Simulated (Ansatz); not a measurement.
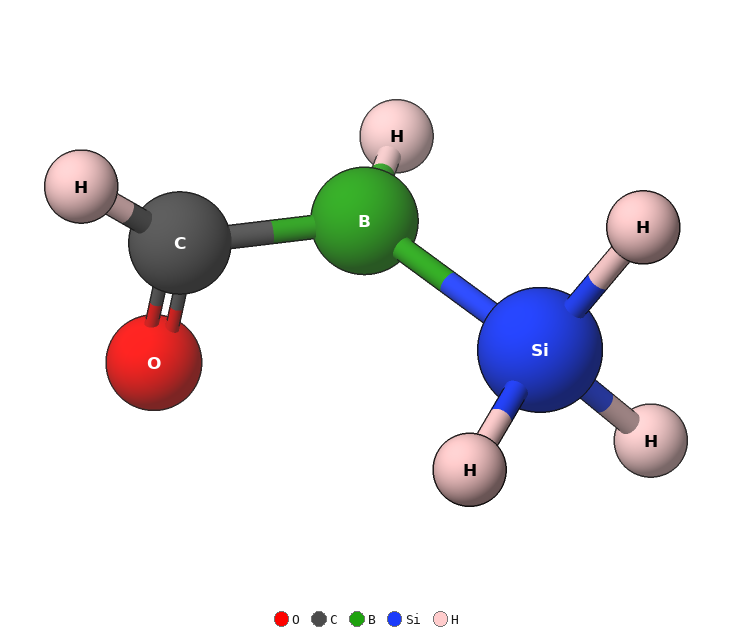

The structure as it stands in the input.

Input file:

```yaml
crystal:
  periodic: [false, false, false]
  atoms:
    - {symbol: O, position_ang: [1.059957, 1.660630, -0.887410]}
    - {symbol: C, position_ang: [0.382859, 0.824095, -1.467684]}
    - {symbol: B, position_ang: [-0.549870, 0.473832, -0.302071]}
    - {symbol: Si, position_ang: [-0.033940, -0.896989, 1.073890]}
    - {symbol: H, position_ang: [0.558734, 0.558867, -2.523881]}
    - {symbol: H, position_ang: [-1.528903, 1.149270, -0.182923]}
    - {symbol: H, position_ang: [-1.009056, -2.021219, 0.959655]}
    - {symbol: H, position_ang: [1.333026, -1.442572, 0.858313]}
    - {symbol: H, position_ang: [-0.124408, -0.352215, 2.455012]}
basis:
  gaussian: {orbitals: "6-31G*"}
hamiltonian: {xc: {name: revPBE}, dispersion: d3bj}
md: {timestep: 2 fs, n_steps: 50, ensemble: nvt_nose_hoover, temperature: 1500, initial_velocities: maxwell_boltzmann, seed: 281}
```

Command:

```sh
ansatz run in.yaml --threads 2 --pin off --events-out ev --progress --plain --max-ram 4352MiB
```

Result (its end):

```
mean field -11713.42903380 eV, -430.4605773449 hartree, gradient 1.4e-5 eV, S^2 0.000000; 1 other end points of the search recorded, 0 dependent functions left out
the calculation of the forces begins
reference -11713.42907319 eV, -430.4605787923 hartree; 19, 19 occupied and 55, 55 virtual orbitals, 869 factors
md step    50: t =   100.00 fs  T =   901.8 K  F+E_penalty+E_count = -11713.83013117 eV  E_kin = 0.815925 eV  conserved = -11713.39333441 eV  (30 SCF iters, 7 dispersion substeps)
Total energy: -11713.83017056 eV, -430.4753188487 hartree
Atom 0 at     1.002417     1.709850    -0.796227 Å, force     0.537493     0.504493     0.062915 eV/Å
Atom 1 at     0.470750     0.835930    -1.489246 Å, force    -1.580315    -0.676391    -0.180731 eV/Å
Atom 2 at    -0.700577     0.420472    -0.513833 Å, force     1.189314    -0.221442     1.577293 eV/Å
Atom 3 at     0.019821    -0.901876     1.110171 Å, force    -4.129131     3.293852    -1.692871 eV/Å
Atom 4 at     0.798203     0.529121    -2.518795 Å, force     0.258225     0.189018     0.231023 eV/Å
Atom 5 at    -1.739995     1.020601    -0.288382 Å, force     0.328958    -0.161027    -0.498468 eV/Å
Atom 6 at    -1.166459    -1.426516     1.763277 Å, force    -0.983361    -0.335821     0.453536 eV/Å
Atom 7 at     0.537118    -1.955900     0.521383 Å, force     2.299482    -3.984879    -2.175950 eV/Å
Atom 8 at     0.784825    -0.489018     2.158476 Å, force     2.079333     1.392198     2.223253 eV/Å
Dipole moment:    -0.024266    -0.122736    -0.349876 e Å
```

The run converged.
